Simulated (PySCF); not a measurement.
## Excited-state calculation of C₅H₅Al

C₅H₅Al, computed with TDDFT PBE0/6-31+G*, vertical, gas phase, core orbitals frozen in the response (PySCF 2.14.0).

The geometry comes from this level: PBE0-D3(BJ)/def2-SVP.

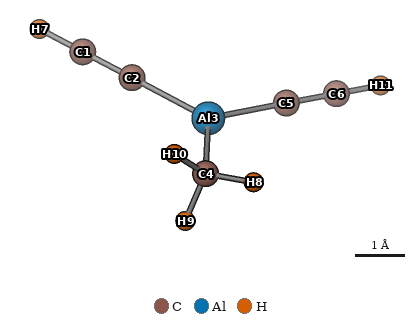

Figure 1. The structure (ball-and-stick view, seen at a tilt; atoms are numbered from 1 in the order of the input). Sticks mark near contacts. Bond lengths as drawn: Al–C 1.91 to 1.94 Å, C–C 1.22 Å and C–H 1.08 to 1.10 Å.

**Input file**
```
{"job": {"kind": "uv", "xc": "PBE0", "basis": "6-31+G*"}, "charge": 0, "multiplicity": 1}
C      1.771996     2.510192     0.313861
C      1.078614     1.517692     0.150451
Al    -0.048210    -0.010036    -0.080163
C     -1.973873     0.186750    -0.230017
C      0.797837    -1.721827    -0.184357
C      1.330272    -2.819181    -0.254682
H      2.390651     3.379840     0.453377
H     -2.505945    -0.763533    -0.069403
H     -2.238124     0.546762    -1.239757
H     -2.365636     0.932408     0.480771
H      1.801193    -3.785008    -0.316393
```

The first line tells a small driver script what to run in PySCF; the rest is the geometry in Å.

Hardware: 1 CPU thread, shared host.

Launch command:
```bash
OMP_NUM_THREADS=1 python <driver script> task.json out
```

**Log**
```
coarse grid: 10160 points
cycle   1  E = -435.4566703345  dE =  4.227e-01  |g| = 5.706e-01  |ddm| = 7.905e+00
cycle   2  E = -435.4201281315  dE =  3.654e-02  |g| = 6.673e-01  |ddm| = 4.733e+00
cycle   3  E = -435.5325916894  dE = -1.125e-01  |g| = 2.354e-01  |ddm| = 2.737e+00
cycle   4  E = -435.5476960308  dE = -1.510e-02  |g| = 2.406e-02  |ddm| = 9.824e-01
cycle   5  E = -435.5478265003  dE = -1.305e-04  |g| = 9.931e-03  |ddm| = 1.416e-01
cycle   6  E = -435.5478541859  dE = -2.769e-05  |g| = 1.125e-03  |ddm| = 3.389e-02
cycle   7  E = -435.5478545697  dE = -3.839e-07  |g| = 1.798e-04  |ddm| = 1.753e-02
final grid: 94792 points
cycle   8  E = -435.4915568304  dE = -1.686e-05  |g| = 6.219e-03  |ddm| = 1.096e-01
cycle   9  E = -435.4915555969  dE =  1.234e-06  |g| = 6.752e-03  |ddm| = 3.272e-02
cycle  10  E = -435.4915680612  dE = -1.246e-05  |g| = 1.117e-03  |ddm| = 2.037e-02
cycle  11  E = -435.4915683727  dE = -3.115e-07  |g| = 3.794e-04  |ddm| = 7.103e-03
cycle  12  E = -435.4915684075  dE = -3.484e-08  |g| = 9.694e-05  |ddm| = 6.249e-04
cycle  13  E = -435.4915684101  dE = -2.569e-09  |g| = 2.228e-05  |ddm| = 3.574e-04
cycle  14  E = -435.4915684102  dE = -5.900e-11  |g| = 1.769e-05  |ddm| = 1.951e-04
```

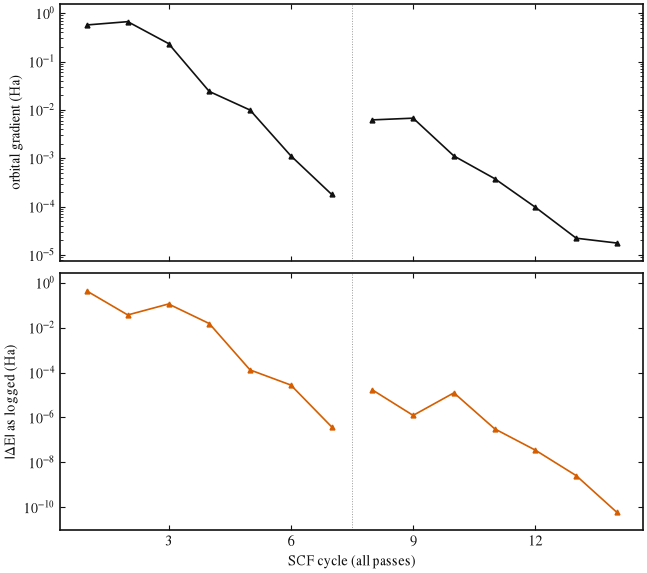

Figure 2. Convergence of the self-consistent field: orbital gradient and size of the energy change against the SCF cycle. The dotted line marks the change from a coarse to the final integration grid. The first 7 cycles use a coarse grid, the final grid takes over at cycle 8, and the field converges after 14 cycles in all.

```
converged SCF energy = -435.4915684102

Static polarisability (au): isotropic 74.980, principal 48.139 75.835 100.966

Singlet excitations
state   eV       nm        f      main configurations
  1   4.8144    257.5   0.00000   H->L 0.95
  2   4.8803    254.1   0.00077   H-1->L 0.95
  3   5.3403    232.2   0.08065   H-2->L 0.85
  4   5.5737    222.4   0.01704   H-3->L 0.83
  5   5.8332    212.5   0.00336   H-4->L 0.94
  6   6.2322    198.9   0.00000   H-2->L+1 0.48, H-2->L+2 0.34, H-3->L+6 0.14
  7   6.3926    193.9   0.00027   H-3->L+1 0.42, H-3->L+2 0.28, H-2->L+6 0.23
  8   6.8584    180.8   0.18872   H-1->L+1 0.62, H->L+1 0.11, H-2->L+4 0.11
  9   6.8783    180.3   0.10284   H->L+1 0.67, H-1->L+1 0.11
 10   6.9890    177.4   0.12454   H->L+2 0.38, H-1->L+2 0.31

Triplet excitations (Tamm-Dancoff, eV): 4.2741 4.4020 4.5199 4.5925
```

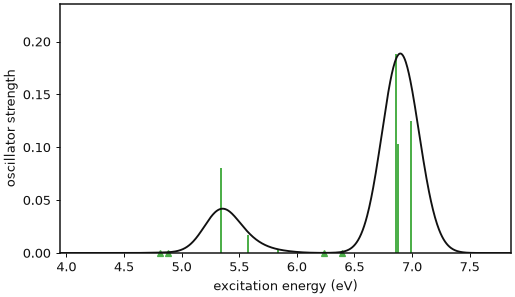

Figure 3. Computed excitations as sticks (degenerate states added up, dark ones marked on the axis), with a Gaussian envelope of 0.35 eV full width at half maximum, scaled to the tallest. Of the 10 states the lowest lies at 4.81 eV (f = 0.000); the strongest line is at 6.86 eV, or 181 nm (f = 0.189).

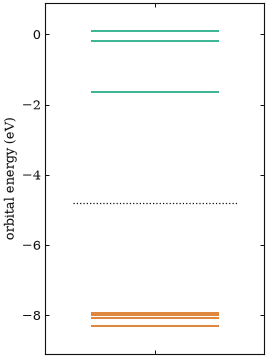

Figure 4. Orbital energies near the frontier; the dotted line parts filled from empty levels, and levels within 0.02 eV of each other stand side by side. Highest filled −7.94 eV, lowest empty −1.65 eV, 6.29 eV apart.

**Key numbers**

| quantity | value |
| --- | --- |
| outcome | converged |
| total energy | −435.491568 hartree |
| HOMO | −7.94 eV |
| LUMO | −1.65 eV |
| dipole moment | 0.17 D |
| mean polarisability | 74.98 a.u. |
| lowest singlet excitation | 4.81 eV |
| wall time | 11 s |
| peak memory | 0.61 GiB |
